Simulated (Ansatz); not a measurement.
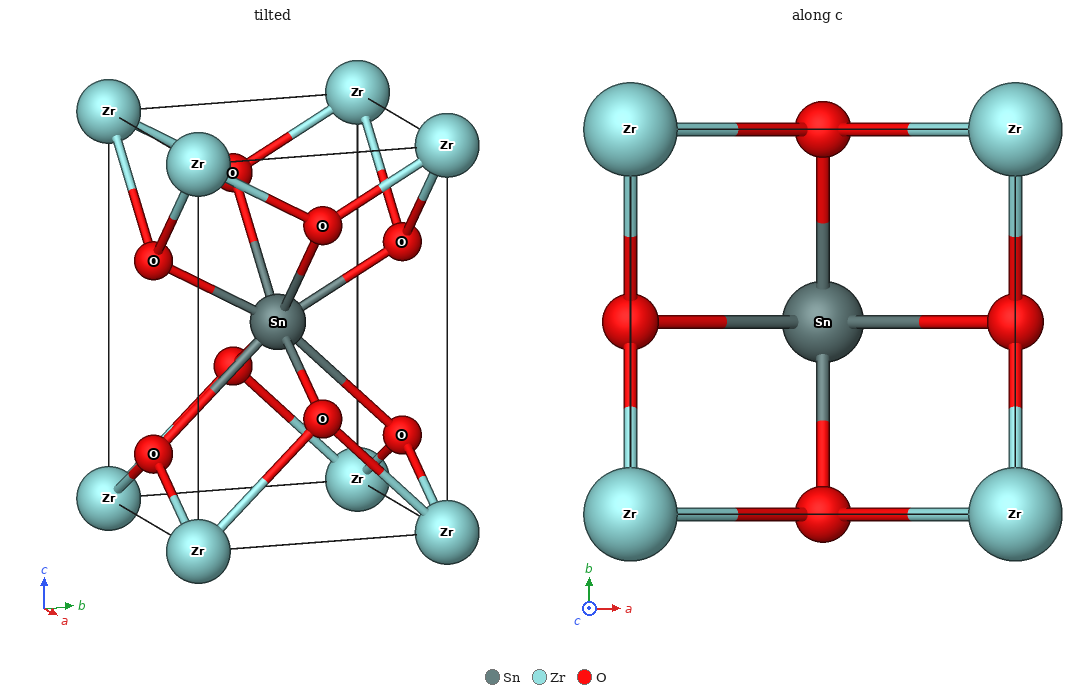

Ball-and-stick representation of a periodic structure, projected slightly off an axis and along the c axis. Atoms at the boundary of the conventional unit cell (the box) are drawn once for each face, edge or corner they touch.

ZrSnO4, space group P-4m2 (No. 115), a = 3.577 Å, b = 3.577 Å, c = 5.359 Å, α = 90.00°, β = 90.00°, γ = 90.00°. The initial geometry was a structure type filled with these elements by a generator (whether the compound takes this form wasn't checked). Earlier steps of the study, as a rule a relaxation of our own, may have changed the cell and positions, so they can lie some per cent off the listed ones. It went into a calculation with Ansatz.

This one geometry was computed with Ansatz (DFT, plane waves, PAW) at five levels of theory: PBE0, r2SCAN, HSE06, PBE and PBE with spin-orbit coupling. It was relaxed beforehand with r2SCAN.

**Which level gives the highest pressure at this volume, and what does that say about its equilibrium volume?**

Highest: PBE (6.1 GPa) and PBE with spin-orbit coupling (6.0 GPa), which points to the largest equilibrium volume. Lowest, with the smallest volume: PBE0 (-2.3 GPa) and HSE06 (-2.3 GPa). Levels within 0.5 GPa of each other can't be told apart.

**How does the band gap change with the level of theory?**

PBE: a gap of 2.01 eV, indirect; PBE with spin-orbit coupling: a gap of 2.01 eV, indirect; r2SCAN: a gap of 2.54 eV, indirect; HSE06: a gap of 3.39 eV, indirect; PBE0: a gap of 4.11 eV, indirect.

**Collect the results in a table.**

| level | cutoff (eV) | k-mesh of the run's cell | gap (eV) | pressure (GPa) |
| --- | --- | --- | --- | --- |
| PBE0 | 420 | 4×4×4 | 4.11 | -2.3 |
| r2SCAN | 500 | 8×8×6 | 2.54 | 0.0 |
| HSE06 | 420 | 4×4×4 | 3.39 | -2.3 |
| PBE | 420 | 8×8×6 | 2.01 | 6.1 |
| PBE with spin-orbit coupling | 420 | 8×8×6 | 2.01 | 6.0 |

Gaps are taken on the k-mesh or band path of each run.
